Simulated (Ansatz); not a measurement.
**Pressure series in Mo**

The reference is Mo in the bcc (W type) structure (space group Im-3m, No. 229).

```
CELL_PARAMETERS angstrom
     -1.58038     1.58038     1.58038
      1.58038    -1.58038     1.58038
      1.58038     1.58038    -1.58038
ATOMIC_POSITIONS crystal
  Mo 0.00000 0.00000 0.00000
```

Cell and atoms are relaxed at each pressure.

The values are results of PBE/PAW in Ansatz (a quantum-chemistry and plane-wave program), no spin-orbit coupling, earlier PAW set, not measurements.

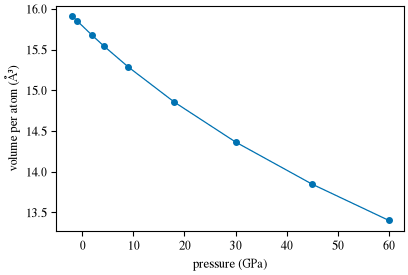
*Volume against pressure*

### Question
Estimate the zero-pressure bulk modulus from the plot.

### Answer
About 260 GPa; a third-order Birch–Murnaghan fit to the points gives V₀ = 15.79 Å³/atom, B₀ = 261 GPa and B₀′ = 4.1.

Load acts through the strain it causes; cell and atoms are relaxed under it. Whether these cells are dynamically stable was not tested. No other phases were tried under pressure. All final runs are without spin polarisation.
